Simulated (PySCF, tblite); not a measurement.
# 2,2,3,3,3-pentafluoro-1-propanol (C₃H₃F₅O): dynamics, then NMR shifts on frames, part 2 of 2

tblite 0.8.0 and PySCF 2.14.0. Atoms count from 0. The steps go on from the part before.

### Step 5. Shielding tensors: 625 fs, PBE0/pcSseg-1

The job: settings as JSON, then the geometry in Å.

```
{"job": {"kind": "nmr", "xc": "PBE0", "basis": "pcSseg-1", "pop": false}, "charge": 0, "multiplicity": 1}
O      1.869400    -0.248800     0.209900
C      0.536300    -0.055600    -0.211400
C     -0.530500    -0.435100     0.797300
F     -0.334000    -1.683800     1.335500
F     -0.551200     0.451600     1.838600
C     -1.982700    -0.380100     0.209100
F     -2.306300     0.939200     0.031600
F     -2.109000    -0.979200    -0.934900
F     -2.943700    -0.920500     1.033700
H      2.171000    -1.151800     0.068300
H      0.584800     1.029600    -0.423500
H      0.299900    -0.707800    -1.122300
```

Method: GIAO PBE0/pcSseg-1 NMR shielding, non-relativistic, gas phase.

What it wrote:

```text
coarse grid: 11640 points
cycle   1  E = -689.4376177338  dE =  1.420e+00  |g| = 1.279e+00  |ddm| = 2.934e+00
cycle   2  E = -688.9612437306  dE =  4.764e-01  |g| = 2.176e+00  |ddm| = 2.060e+00
cycle   3  E = -689.7147899260  dE = -7.535e-01  |g| = 7.883e-02  |ddm| = 1.414e+00
cycle   4  E = -689.7152979406  dE = -5.080e-04  |g| = 6.228e-02  |ddm| = 8.181e-02
cycle   5  E = -689.7159292636  dE = -6.313e-04  |g| = 1.232e-02  |ddm| = 3.994e-02
cycle   6  E = -689.7159502669  dE = -2.100e-05  |g| = 2.894e-03  |ddm| = 8.132e-03
cycle   7  E = -689.7159518081  dE = -1.541e-06  |g| = 6.065e-04  |ddm| = 2.238e-03
final grid: 118968 points
cycle   8  E = -689.8126348441  dE = -5.749e-05  |g| = 9.894e-03  |ddm| = 2.348e-02
cycle   9  E = -689.8126125624  dE =  2.228e-05  |g| = 1.543e-02  |ddm| = 1.530e-02
cycle  10  E = -689.8126524653  dE = -3.990e-05  |g| = 6.363e-04  |ddm| = 9.017e-03
cycle  11  E = -689.8126525306  dE = -6.529e-08  |g| = 3.125e-04  |ddm| = 6.459e-04
cycle  12  E = -689.8126525491  dE = -1.851e-08  |g| = 6.175e-05  |ddm| = 2.049e-04
cycle  13  E = -689.8126525497  dE = -5.084e-10  |g| = 2.486e-05  |ddm| = 4.692e-05
converged SCF energy = -689.8126525497

GIAO shielding tensors (ppm)
atom      isotropic    diamagn.    paramagn.     s11        s22        s33       span
  0 O      324.194     384.337     -60.142    290.337    323.074    359.171     68.834
  1 C      116.813     243.369    -126.557     91.604    116.178    142.656     51.052
  2 C       62.089     242.573    -180.483     42.595     68.564     75.110     32.515
  3 F      314.418     471.493    -157.075    208.957    346.883    387.414    178.458
  4 F      301.983     472.604    -170.622    179.450    340.249    386.248    206.798
  5 C       53.488     243.820    -190.333     45.921     51.546     62.996     17.075
  6 F      246.199     473.620    -227.421    153.975    234.582    350.039    196.064
  7 F      274.899     472.263    -197.364    210.915    292.674    321.109    110.194
  8 F      249.001     468.268    -219.268    155.717    227.435    363.850    208.134
  9 H       30.530      30.755      -0.225     21.640     26.787     43.162     21.522
 10 H       26.174      28.176      -2.001     20.318     27.859     30.345     10.026
 11 H       26.363      28.466      -2.103     20.601     28.063     30.426      9.824
```

Wall time 14 s (1 thread of Arm Neoverse V2, shared host); peak memory 0.81 GiB.

In short: δ C5 133.4, C2 124.8, C1 70.1, O0 11.9, H10 5.54, H11 5.35 ppm.

### Step 6. Shielding tensors: 800 fs, PBE0/pcSseg-1

The job: settings as JSON, then the geometry in Å.

```
{"job": {"kind": "nmr", "xc": "PBE0", "basis": "pcSseg-1", "pop": false}, "charge": 0, "multiplicity": 1}
O      1.670700     0.117800    -0.123500
C      0.354300     0.073700    -0.498300
C     -0.587600    -0.398300     0.577300
F     -0.405800    -1.589400     1.108300
F     -0.537200     0.460400     1.665800
C     -1.989500    -0.261700     0.027200
F     -2.262900     0.963700    -0.293100
F     -2.153400    -1.005800    -1.091500
F     -2.937900    -0.668900     0.872700
H      1.939300    -0.820200    -0.089200
H      0.010700     1.083700    -0.717800
H      0.206500    -0.559500    -1.389000
```

With the program's defaults for keys left out, this is: GIAO PBE0/pcSseg-1 NMR shielding, non-relativistic, gas phase.

What it wrote:

```text
coarse grid: 11640 points
cycle   1  E = -689.4669685458  dE =  1.712e+00  |g| = 1.239e+00  |ddm| = 2.981e+00
cycle   2  E = -689.0962992606  dE =  3.707e-01  |g| = 1.998e+00  |ddm| = 1.910e+00
cycle   3  E = -689.7205958526  dE = -6.243e-01  |g| = 7.702e-02  |ddm| = 1.273e+00
cycle   4  E = -689.7212042401  dE = -6.084e-04  |g| = 5.409e-02  |ddm| = 7.692e-02
cycle   5  E = -689.7216772681  dE = -4.730e-04  |g| = 1.212e-02  |ddm| = 3.575e-02
cycle   6  E = -689.7216972635  dE = -2.000e-05  |g| = 2.911e-03  |ddm| = 8.088e-03
cycle   7  E = -689.7216987598  dE = -1.496e-06  |g| = 6.015e-04  |ddm| = 2.199e-03
final grid: 118968 points
cycle   8  E = -689.8166019378  dE = -6.119e-05  |g| = 8.565e-03  |ddm| = 2.372e-02
cycle   9  E = -689.8165882477  dE =  1.369e-05  |g| = 1.266e-02  |ddm| = 1.265e-02
cycle  10  E = -689.8166150307  dE = -2.678e-05  |g| = 6.786e-04  |ddm| = 7.556e-03
cycle  11  E = -689.8166151042  dE = -7.352e-08  |g| = 2.651e-04  |ddm| = 6.433e-04
cycle  12  E = -689.8166151168  dE = -1.263e-08  |g| = 6.430e-05  |ddm| = 1.783e-04
cycle  13  E = -689.8166151174  dE = -5.778e-10  |g| = 2.251e-05  |ddm| = 4.972e-05
converged SCF energy = -689.8166151174

GIAO shielding tensors (ppm)
atom      isotropic    diamagn.    paramagn.     s11        s22        s33       span
  0 O      332.511     385.903     -53.392    275.145    328.282    394.105    118.961
  1 C      122.991     244.662    -121.671    100.143    116.373    152.458     52.316
  2 C       68.195     241.248    -173.053     44.078     72.206     88.302     44.224
  3 F      339.729     471.287    -131.557    241.916    343.500    433.772    191.855
  4 F      304.868     473.790    -168.922    163.689    351.189    399.727    236.037
  5 C       60.453     243.818    -183.365     53.566     59.687     68.107     14.541
  6 F      275.746     472.349    -196.603    212.033    286.213    328.993    116.959
  7 F      264.850     473.469    -208.619    176.120    261.164    357.268    181.148
  8 F      275.000     467.937    -192.937    193.580    274.768    356.654    163.074
  9 H       30.488      30.285       0.203     20.453     28.595     42.416     21.963
 10 H       27.347      28.841      -1.494     21.939     28.838     31.264      9.324
 11 H       27.167      29.406      -2.239     21.222     28.474     31.805     10.584
```

It took 14 s on 1 thread of Arm Neoverse V2, shared host; peak memory 0.81 GiB.

Key values: δ C5 126.5, C2 118.7, C1 63.9, O0 3.6, H11 4.55, H10 4.37 ppm.

### Step 7. Shielding tensors: 1000 fs, PBE0/pcSseg-1

The job: settings as JSON, then the geometry in Å.

```
{"job": {"kind": "nmr", "xc": "PBE0", "basis": "pcSseg-1", "pop": false}, "charge": 0, "multiplicity": 1}
O      1.739400    -0.276400     0.656500
C      0.590900    -0.090600    -0.120400
C     -0.617600    -0.529100     0.715800
F     -0.314800    -1.781200     1.163200
F     -0.656500     0.232000     1.868900
C     -1.905500    -0.442700    -0.059300
F     -2.233000     0.855700     0.014000
F     -1.712100    -0.824600    -1.339200
F     -3.007600    -1.087900     0.368500
H      1.739400    -1.198300     1.016300
H      0.544700     0.970100    -0.368400
H      0.699900    -0.591000    -1.062800
```

With the program's defaults for keys left out, this is: GIAO PBE0/pcSseg-1 NMR shielding, non-relativistic, gas phase.

What it wrote:

```text
coarse grid: 11640 points
cycle   1  E = -689.4405545858  dE =  1.528e+00  |g| = 1.272e+00  |ddm| = 2.969e+00
cycle   2  E = -688.9833352306  dE =  4.572e-01  |g| = 2.144e+00  |ddm| = 1.969e+00
cycle   3  E = -689.7148093605  dE = -7.315e-01  |g| = 7.300e-02  |ddm| = 1.326e+00
cycle   4  E = -689.7152829434  dE = -4.736e-04  |g| = 5.631e-02  |ddm| = 7.852e-02
cycle   5  E = -689.7158014766  dE = -5.185e-04  |g| = 1.345e-02  |ddm| = 3.873e-02
cycle   6  E = -689.7158266305  dE = -2.515e-05  |g| = 2.940e-03  |ddm| = 8.974e-03
cycle   7  E = -689.7158281749  dE = -1.544e-06  |g| = 6.500e-04  |ddm| = 2.239e-03
final grid: 118968 points
cycle   8  E = -689.8127225848  dE = -5.975e-05  |g| = 1.016e-02  |ddm| = 2.477e-02
cycle   9  E = -689.8127015943  dE =  2.099e-05  |g| = 1.532e-02  |ddm| = 1.465e-02
cycle  10  E = -689.8127409266  dE = -3.933e-05  |g| = 7.514e-04  |ddm| = 8.770e-03
cycle  11  E = -689.8127410165  dE = -8.985e-08  |g| = 3.274e-04  |ddm| = 6.921e-04
cycle  12  E = -689.8127410358  dE = -1.934e-08  |g| = 7.232e-05  |ddm| = 2.073e-04
cycle  13  E = -689.8127410365  dE = -6.939e-10  |g| = 2.887e-05  |ddm| = 5.866e-05
converged SCF energy = -689.8127410365

GIAO shielding tensors (ppm)
atom      isotropic    diamagn.    paramagn.     s11        s22        s33       span
  0 O      321.491     386.551     -65.060    279.947    306.356    378.170     98.223
  1 C      119.981     244.881    -124.900    101.353    110.226    148.364     47.012
  2 C       63.285     245.292    -182.007     43.248     62.634     83.972     40.724
  3 F      321.520     472.458    -150.938    215.345    333.345    415.872    200.527
  4 F      295.659     473.030    -177.371    164.807    340.870    381.300    216.493
  5 C       55.912     241.024    -185.112     45.053     53.348     69.336     24.284
  6 F      252.212     472.658    -220.446    166.847    261.274    328.517    161.670
  7 F      256.702     473.846    -217.143    173.436    253.712    342.959    169.523
  8 F      259.226     466.789    -207.563    175.957    253.634    348.088    172.130
  9 H       29.374      30.257      -0.883     19.263     29.147     39.713     20.450
 10 H       27.516      29.341      -1.825     23.406     28.113     31.028      7.622
 11 H       27.571      30.330      -2.759     22.025     28.496     32.193     10.168
```

Wall time 14 s (1 thread of Arm Neoverse V2, shared host); peak memory 0.81 GiB.

In short: δ C5 131.0, C2 123.6, C1 66.9, O0 14.6, H10 4.20, H11 4.15 ppm.

### Step 8. Side by side: NMR shifts

Shifts (ppm) of some atoms, chosen among heavy atoms and hydrogens apart, with basis size and wall time:

```tsv
frame	H10	H9	F8	F6	F7	F4	F3	functions	time
250 fs	3.55	-0.43	-77.0	-79.9	-97.1	-146.6	-168.5	168	14 s
425 fs	3.94	1.14	-102.8	-100.9	-106.2	-163.8	-152.4	168	14 s
625 fs	5.54	1.19	-78.1	-75.3	-104.0	-131.0	-143.5	168	14 s
800 fs	4.37	1.23	-104.1	-104.8	-93.9	-133.9	-168.8	168	14 s
1000 fs	4.20	2.34	-88.3	-81.3	-85.8	-124.7	-150.6	168	14 s
```

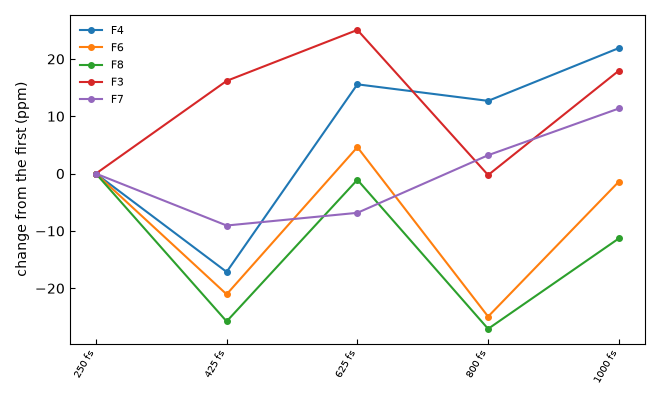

How five of the tabulated atoms move from run to run.

### Step 9. Results

What follows sums up all 2 parts.

| quantity | value |
| --- | --- |
| thermostat | 300 K |
| mean temperature, second half | 281 K |
| mean potential energy above the minimum | 0.37 eV |
| 13C shifts against TMS (PBE0/pcSseg-1, 250 fs) | 133.2, 115.8, 69.3 ppm |
| 1H shifts against TMS (PBE0/pcSseg-1, 250 fs) | 5.24, 3.55, -0.43 ppm |
| 17O shifts against H2O (PBE0/pcSseg-1, 250 fs) | 1.8 ppm |
| 19F shifts against CFCl3 (PBE0/pcSseg-1, 250 fs) | -77.0, -79.9, -97.1, -146.6, -168.5 ppm |
| range of the shift of F4 | -163.8 to -124.7 ppm |

What this shows: In the second half the potential energy averages 0.37 eV above the minimum; equipartition over 30 harmonic modes at 300 K would give 0.39 eV. With 12 atoms the temperature swings widely (161 to 378 K). Shifts at one fixed geometry are not the observed spectrum, which averages over the motion. In the first frame run (250 fs): The largest span, 209 ppm, is at F8, where the paramagnetic term is -221 ppm. Across the 5 runs the shift of F4 moves most, between -163.8 (425 fs) and -124.7 ppm (1000 fs).
